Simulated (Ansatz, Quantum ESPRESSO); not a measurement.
# KSrCl3 (Pm-3m): Raman and infrared activity, part 3 of 3

Wanted: vibrational spectra of KSrCl3 (Pm-3m) from linear and non-linear response.

Quantum ESPRESSO 8.0 development, patched; DFT LDA, scalar-relativistic, plane waves, PseudoDojo norm-conserving pseudopotentials.

So far. Step 6 (Zone-centre analysis): The rule moves no optical mode by more than 0.1 cm⁻¹. Step 8 (The LO-TO splitting (1 0 0)): The field moves 3 modes; the highest of them now lies at 312 cm⁻¹, where the highest that moved away lay at 277.

The structure was built from a prototype and need not be the compound's stable phase.

### 9. A second program

A second program on the same cell, potentials, cutoff and meshes tests the implementation of the phonon response, not its convergence. Its field response is summed in its own way. Its k mesh is centred on Γ.

This step: DFT LDA, scalar-relativistic, plane waves, PseudoDojo norm-conserving pseudopotentials (Ansatz 0.2.0).

Contents of input.yaml:

```yaml
crystal:
  lattice:
    - [5.4844357397, 0.0, 0.0]
    - [0.0, 5.4844357397, 0.0]
    - [0.0, 0.0, 5.4844357397]
  atoms:
    - { symbol: K, position: [0.0, 0.0, 0.0] }
    - { symbol: Sr, position: [0.5, 0.5, 0.5] }
    - { symbol: Cl, position: [0.5, 0.5, 0.0] }
    - { symbol: Cl, position: [0.5, 0.0, 0.5] }
    - { symbol: Cl, position: [0.0, 0.5, 0.5] }
kpoints:
  mp_grid: { grid: [4, 4, 4] }
hamiltonian:
  xc: lda
  pseudopotentials: { kind: nc, accuracy: standard }
scf:
  occupations: { method: fixed }
output:
  eigenvalues: true
basis:
  ecutwfc: 870.764
phonons:
  method: dfpt
  dielectric: true
  rigid_motions: translations
  raman: true
```

Command:

```sh
ansatz run input.yaml --threads 4 --pin off --max-ram 8192MiB --backend cpu --events-out ev --progress --plain --runs-dir out
```

What it wrote:

```text
Warning: basis.ecutwfc = 870.764 eV is below the records' recommended 979.609905 eV, and the density's cutoff is lower with it unless basis.ecutrho_ratio is high enough to keep the records' density cutoff: compare with a run at a higher cutoff
Engine: ansatz 0.2.0, aarch64-unknown-linux-gnu
Pseudopotentials: kind: nc
Pseudopotential: K, nc, valence charge 9, recommended cutoff 979.609905 eV (normal), K.nc.azcp (PseudoDojo's, or run here from an input of PseudoDojo's; its table is named by hamiltonian.pseudopotentials.accuracy)
Pseudopotential: Sr, nc, valence charge 10, recommended cutoff 925.187132 eV (normal), Sr.nc.azcp (PseudoDojo's, or run here from an input of PseudoDojo's; its table is named by hamiltonian.pseudopotentials.accuracy)
Pseudopotential: Cl, nc, valence charge 7, recommended cutoff 761.918815 eV (normal), Cl.nc.azcp (PseudoDojo's, or run here from an input of PseudoDojo's; its table is named by hamiltonian.pseudopotentials.accuracy)
Functional definition: SPW92
  exchange = slater_x
  correlation = pw_c
Crystal: 5 atoms, lattice volume = 164.967 Å³
Basis set: ecut = 870.764 eV, 9771 PW (Γ), exchange–correlation on 108×108×108 points (8 copies of the dense FFT grid, shifted against one another)
Bands: 25, of which v1, the nominal top of the filled ones, is band 20 counted from 1 (19 counted from 0)
Symmetry: 48 space group operations
k-points: 30 of 64 (irreducible under 2 space group operations, time reversal used)
Non-local potential: K, projectors of the file, l = 0: 2, l = 1: 2, l = 2: 2
Non-local potential: Sr, projectors of the file, l = 0: 2, l = 1: 2, l = 2: 2
Non-local potential: Cl, projectors of the file, l = 0: 2, l = 1: 2, l = 2: 2
Initial density: superposition of atomic densities (chi_scale 0.1, normalization cell, long waves kept (reshape's long-wave potential 0.01 eV rms))
Initial wavefunctions: pseudopotential atomic-orbital guess
Functional: x = slater, c = lda
SCF iter   1: F=—  HF=-3098.733010 eV  |F-HF|=—  |Δ(HF+E_count)|=         —  Δρ=4.26e-2  dr2=5.36e0  ethr=3.10e-3  ⟨swp⟩=8.7  Hψ=4223  notcnv=0  defer=78
preconditioner: auto → Resta (q_TF=auto, 2.154 Å⁻¹)  ε∞=2.9  [insulator: Δε(μ)=3.344 eV  Ē_g=11.554 eV  n_scr=26 (ndim 8)  ℏωp=15.8 eV  f_vac=0.001  ε∞_Penn≈2.9]
SCF iter   2: F=—  HF=-3096.725729 eV  |F-HF|=—  |Δ(HF+E_count)|=    2.01e0  Δρ=1.48e-2  dr2=8.39e-1  ethr=3.10e-3  ⟨swp⟩=5.3  Hψ=2069  notcnv=0  defer=66
SCF iter   3: F=—  HF=-3096.351175 eV  |F-HF|=—  |Δ(HF+E_count)|=   3.75e-1  Δρ=5.04e-3  dr2=6.56e-2  ethr=2.10e-3  ⟨swp⟩=4.5  Hψ=1712  notcnv=0  defer=72
SCF iter   4: F=—  HF=-3096.329447 eV  |F-HF|=—  |Δ(HF+E_count)|=   2.17e-2  Δρ=9.61e-4  dr2=2.67e-3  ethr=1.64e-4  ⟨swp⟩=4.3  Hψ=1661  notcnv=0  defer=86
SCF iter   5: F=—  HF=-3096.329725 eV  |F-HF|=—  |Δ(HF+E_count)|=   2.78e-4  Δρ=2.40e-4  dr2=1.02e-4  ethr=6.66e-6  ⟨swp⟩=3.6  Hψ=1409  notcnv=0  defer=85
SCF iter   6: F=—  HF=-3096.329828 eV  |F-HF|=—  |Δ(HF+E_count)|=   1.03e-4  Δρ=3.60e-5  dr2=2.60e-6  ethr=2.55e-7  ⟨swp⟩=2.4  Hψ=1193  notcnv=0  defer=83
SCF iter   7: F=—  HF=-3096.330001 eV  |F-HF|=—  |Δ(HF+E_count)|=   1.73e-4  Δρ=7.58e-6  dr2=1.46e-7  ethr=6.49e-9  ⟨swp⟩=3.1  Hψ=1458  notcnv=0  defer=77
SCF iter   8: F=—  HF=-3096.330001 eV  |F-HF|=—  |Δ(HF+E_count)|=   1.54e-7  Δρ=1.39e-6  dr2=3.73e-9  ethr=3.65e-10  ⟨swp⟩=2.5  Hψ=1328  notcnv=0  defer=77
SCF iter   9: F=—  HF=-3096.330001 eV  |F-HF|=—  |Δ(HF+E_count)|=   2.67e-9  Δρ=2.03e-7  dr2=1.17e-10  ethr=9.33e-12  ⟨swp⟩=2.7  Hψ=1401  notcnv=0  defer=77
SCF iter  10: F=-3096.330001 eV  HF=-3096.330001 eV  |F-HF|=0.00e0  |Δ(HF+E_count)|=  1.64e-11  Δρ=4.61e-8  dr2=5.91e-12  ethr=1.00e-12  ⟨swp⟩=24.5  Hψ=8247  notcnv=0
SCF 1 converged in 10 iterations: F = -3096.330001 eV  dr2 = 5.91e-12
DFPT response loops at Γ: preconditioner auto → none (the input reference at scf.mixing.eps_inf says where Resta's filter doesn't serve); β = 0.50; Broyden in place of MSR1
── the response to a field inside a basis, on 6×6×6 k-points: an SCF that follows is theirs, and a resumed run solves both again ──
Bands: 21, of which v1, the nominal top of the filled ones, is band 20 counted from 1 (19 counted from 0)
k-points: 10 of 216
Initial density: handed on by an earlier stage of this run
Initial wavefunctions: pseudopotential atomic-orbital guess (no wavefunctions were taken with the density)
Eigensolver: Dense (10 Hₖ)
SCF iter   1: F=—  HF=-3096.320153 eV  |F-HF|=—  |Δ(HF+E_count)|=         —  Δρ=1.10e-4  dr2=2.35e-6  ethr=1.00e-1
preconditioner: auto → Resta (q_TF=auto, 2.154 Å⁻¹)  ε∞=2.9  [insulator: Δε(μ)=4.504 eV  Ē_g=12.619 eV  n_scr=26 (ndim 8)  ℏωp=17.3 eV  f_vac=0.085  ε∞_Penn≈2.9]
SCF iter   2: F=—  HF=-3096.320154 eV  |F-HF|=—  |Δ(HF+E_count)|=   9.11e-7  Δρ=5.63e-5  dr2=6.30e-7  ethr=5.88e-9
SCF iter   3: F=—  HF=-3096.320155 eV  |F-HF|=—  |Δ(HF+E_count)|=   3.57e-7  Δρ=1.04e-6  dr2=1.89e-9  ethr=1.57e-9
SCF iter   4: F=—  HF=-3096.320155 eV  |F-HF|=—  |Δ(HF+E_count)|=  9.09e-12  Δρ=3.86e-7  dr2=1.55e-10  ethr=4.72e-12
SCF iter   5: F=-3096.320155 eV  HF=-3096.320155 eV  |F-HF|=5.46e-12  |Δ(HF+E_count)|=  1.73e-11  Δρ=7.31e-8  dr2=1.42e-11  ethr=1.00e-12
SCF 1 converged in 5 iterations: F = -3096.320155 eV  dr2 = 1.42e-11
DFPT response loops at Γ: mixed as the last ones told, above
DFPT response loops at Γ: mixed as the last ones told, above
SCF converged after 10 iterations
Free energy (F): -3096.330001 eV
Harris-Foulkes:  -3096.330001 eV  (|F-HF|=0.00e0)
Internal energy: -3096.330001 eV  (E = F + TS)
E sigma→0 (E₀):  -3096.330001 eV
Fermi energy:    1.015539 eV
--- Per-component energies (eV) ---
  E_band       = -323.825755
  E_kinetic    = 985.734099
  E_local      = -2469.559874  (includes V_loc(G=0)·N_el)
  E_nonlocal   = 443.205121
  E_hartree    = 684.719984
  E_xc         = -762.436399
  E_vxc        = -652.645050  (∫ρ·V_xc dr)
  E_ewald      = -1977.992932
  E_smearing   = -0.000000  (= −TS)
  E_closure    = 0.000000  (closes the sum)
  Σ components = -3096.330001   (vs F -3096.330001, Δ=0.00e0)
--- Band table (eV; the first three rows and the last of 30) ---
  k-point 0: bands = [... 16 lower, 0.5201, 0.8209, 0.8209, 0.8209, 5.2669, 6.8102, 6.8102, 6.8102, ... 1 higher]
  k-point 1: bands = [... 16 lower, 0.3997, 0.4534, 0.7682, 0.7682, 5.8672, 6.9308, 7.3820, 7.3820, ... 1 higher]
  k-point 2: bands = [... 16 lower, 0.1921, 0.3894, 0.7389, 0.7389, 7.0045, 7.0767, 7.2613, 8.1953, ... 1 higher]
  k-point 29: bands = [... 16 lower, -0.4631, 1.0155, 1.0155, 1.0155, 6.8450, 8.1410, 8.1410, 8.1410, ... 1 higher]
--- Phonons (Γ-DFPT): 4 representative perturbations + reference, on 30 of 64 k-points (Σ response iterations 12) ---
  k mesh reduced under 2 symmetry operations, with k and −k counted as one. Each operation leaves every solved perturbation unchanged. A smaller set is not considered because the run solves the response to a homogeneous field
  ASR residual: 8.372e-5 → 0.000e0 eV/Å²; symmetrization residual: 7.963e-6 eV/Å²
  ASR residual per site (eV/Å²): 6.52e-5 2.01e-5 8.37e-5 8.37e-5 8.37e-5
  Γ frequencies (cm⁻¹): -74.89 -74.89 -74.89 -48.03 -48.03 -48.03 0.00 0.00 0.00 69.88 69.88 69.88 276.85 276.85 276.85
  ε∞ (high-frequency dielectric tensor):
        2.566187     0.000000     0.000000
        0.000000     2.566187     0.000000
        0.000000     0.000000     2.566187
  softest optical mode at Γ: -74.89 cm⁻¹; the repairs (sum rule, projections) moved no ω² at Γ by more than (1.25 cm⁻¹)²
  Born effective charges Z* (e; rows j = field, columns β = displacement):
    site 0:
         1.28255    0.00000    0.00000
        -0.00000    1.28255    0.00000
        -0.00000    0.00000    1.28255
    site 1:
         2.37868   -0.00000   -0.00000
        -0.00000    2.37868    0.00000
        -0.00000   -0.00000    2.37868
    site 2:
        -0.86679    0.00000   -0.00000
        -0.00000   -0.86679    0.00000
         0.00000    0.00000   -1.92766
    site 3:
        -0.86679    0.00000    0.00000
         0.00000   -1.92766    0.00000
        -0.00000    0.00000   -0.86679
    site 4:
        -1.92766   -0.00000   -0.00000
        -0.00000   -0.86679    0.00000
        -0.00000    0.00000   -0.86679
  Z* charge neutrality: 5.067e-4 e pre-enforcement
  solved inside a basis spanned on kpoints, on 6×6×6 k-points: ε∞ is read to err by 4.8e-3, Z* by 1.1e-2 e (field_mesh: kpoints solves on kpoints); Z* is corrected for what the basis lacks
  Raman tensors (in the event stream and the table raman_tensors.tsv): an entry may err by 4.1e-3 Å², one of the second-order susceptibility by 7.7e-20 pm/V (basis, points and sum rule); their sum over the sites missed zero by 3.953e-20 Å² ahead of its enforcement
  optical modes at Γ without the LO–TO term, one row a degenerate level:
      ω (cm⁻¹)  modes    IR ((D/Å)²/amu)  static Raman (Å⁴/amu)  depolarisation
        -74.89      3             6.2392                 0.0000               —
        -48.03      3             0.0000                 0.0000               —
         69.88      3             0.5704                 0.0000               —
        276.85      3            10.7603                 0.0000               —
  optical modes at Γ + LO–TO along q̂ = [1.0000, 0.0000, 0.0000]:
      ω (cm⁻¹)  modes    IR ((D/Å)²/amu)  static Raman (Å⁴/amu)  depolarisation
        -74.89      2             4.1595                 0.0000               —
        -48.03      3             0.0000                 0.0000               —
         36.50      1             0.6691                 0.0000               —
         69.88      2             0.3803                 0.0000               —
         84.19      1             0.7466                 0.0000               —
        276.85      2             7.1735                 0.0000               —
        311.46      1             4.4409                 0.0000               —
  optical modes at Γ + LO–TO along q̂ = [0.0000, 1.0000, 0.0000]:
      ω (cm⁻¹)  modes    IR ((D/Å)²/amu)  static Raman (Å⁴/amu)  depolarisation
        -74.89      2             4.1595                 0.0000               —
        -48.03      3             0.0000                 0.0000               —
         36.50      1             0.6691                 0.0000               —
         69.88      2             0.3803                 0.0000               —
         84.19      1             0.7466                 0.0000               —
        276.85      2             7.1735                 0.0000               —
        311.46      1             4.4409                 0.0000               —
  optical modes at Γ + LO–TO along q̂ = [0.0000, 0.0000, 1.0000]:
      ω (cm⁻¹)  modes    IR ((D/Å)²/amu)  static Raman (Å⁴/amu)  depolarisation
        -74.89      2             4.1595                 0.0000               —
        -48.03      3             0.0000                 0.0000               —
         36.50      1             0.6691                 0.0000               —
         69.88      2             0.3803                 0.0000               —
         84.19      1             0.7466                 0.0000               —
        276.85      2             7.1735                 0.0000               —
        311.46      1             4.4409                 0.0000               —
```

Run time: 4.2 min. Hardware: 4 threads of Arm Neoverse V1, shared host; peak memory 2 GiB; 15 min of CPU time.

This step gave:

```
sum-rule residual before enforcement             : 8.37e-5 eV/Å²
miss of the charge sum rule                      : 5.07e-4 e
estimated error of the dielectric tensor         : 0.004772
estimated error of the Born charges              : 0.01063 e
lowest optical zone-centre mode                  : -74.89 cm⁻¹
mean high-frequency dielectric constant          : 2.566
largest Born charge in size (third of the trace) : 2.379 e
highest mode moved by the LO-TO term             : 311.5 cm⁻¹
```

Transverse modes; imaginary modes left out. Lines of the infrared spectrum (strongest = 100):

```
position (cm⁻¹)  label  IR intensity ((D/Å)²/amu), degenerate modes summed, relative
             70    T1u                                                           5.3
            277    T1u                                                           100
```

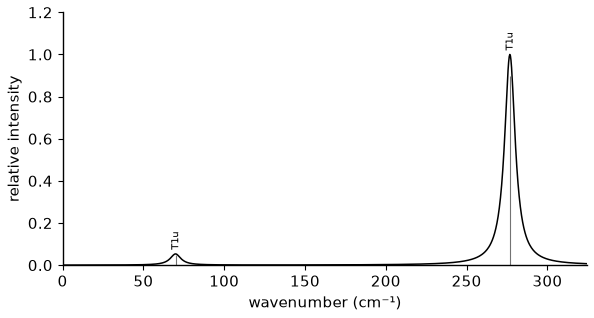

The infrared spectrum, broadened with Lorentzians of width 8 cm⁻¹; bars mark the lines.

### 10. The two compared: QE PseudoDojo and Ansatz, PseudoDojo

Numbers from this step:

| Property | Result |
| --- | --- |
| root-mean-square difference | 0.03 cm⁻¹ |
| largest difference | 0.06 cm⁻¹ |

The two runs side by side. Further quantities:

```
                                                                               quantity  QE PseudoDojo  Ansatz, PseudoDojo
                                                                                mean ε∞          2.572               2.566
largest Born charge in size (e; the first before, the second after the charge sum rule)          2.375               2.379
                                                       summed IR intensity ((D/Å)²/amu)          17.63               17.57
```

At the zone centre the largest difference (acoustic modes at Γ apart) is 0.02 % of the highest mode.

### 11. Summary of results

- space group after relaxation: Pm-3m
- volume per atom: 33.0 Å³
- gap on the k-mesh: 4.25 eV
- highest optical zone-centre mode (no LO-TO term): 276.9 cm⁻¹
- lowest optical zone-centre mode: -74.9 cm⁻¹
- highest mode moved by the LO-TO term: 311.6 cm⁻¹
- mean high-frequency dielectric constant: 2.57
- largest Born charge in size (third of the trace): 2.37 e
- imaginary optical modes at the zone centre (no q mesh in this session): yes
- largest difference from Ansatz, PseudoDojo: 0.06 cm⁻¹

What this shows: No mode is Raman active in this structure; the strongest infrared line lies at 277 cm⁻¹. At the LDA level the optical modes of KSrCl3 (Pm-3m) at the zone centre (no LO-TO term) run from 75i to 277 cm⁻¹, so the structure is a saddle point, with 6 modes beyond 10i cm⁻¹ there. Along the directions run, the highest mode that the macroscopic field moves lies at 312 cm⁻¹. Of the 12 optical modes, 9 are infrared active alone and 3 are silent. QE PseudoDojo and Ansatz, PseudoDojo agree to 0.06 cm⁻¹ (0.02 % of the highest mode compared) on all solved modes but the acoustic ones at Γ, without the LO-TO term. These are harmonic frequencies at zero temperature: anharmonic shifts and linewidths and thermal expansion are left out. The relaxation ran at 64 Ry, under the 72 Ry recommended for these files; the stress of so short a basis can leave the cell about one per cent too small. Ansatz warns that the cutoff lies 11 % under the one recommended for these files; agreement at one cutoff is not convergence. The build is a development version in which the Raman tensors of release 7.5 are mended; dynmat.x leaves out the electro-optic term of LO lines. The structure is a hypothetical one, built on a prototype.

[Host names and launcher messages were left out of these logs when they were recorded.]

[Logs are printed without paths, hosts, clocks, repeated set-up lines and the standing remarks that a program may print on its own settings, such as how far it seeks lower states.]

[Hosts, paths, dates, database ids (printed as entryN), source tags and the programs' standing remarks are cut or masked in the printed files.]
